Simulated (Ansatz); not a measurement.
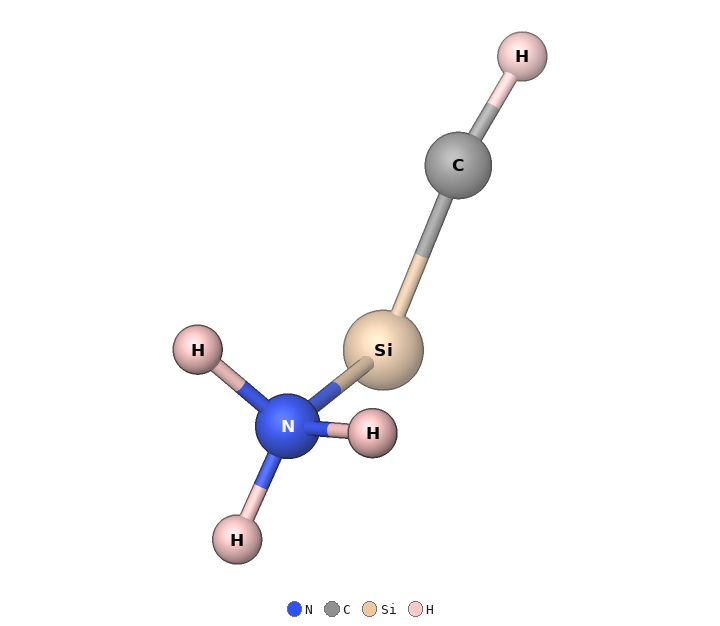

Atoms fade into the background with distance from the viewer. State: charge +1, singlet. The geometry was computed by an optimisation with PBE-D4/def2-SVP. No frequency run is at hand to confirm it as a minimum.

### Which symmetry elements does this geometry have?

It has 1 mirror plane, so the point group is Cs. The group has 2 operations. The geometry is achiral, and symmetry allows a dipole moment.
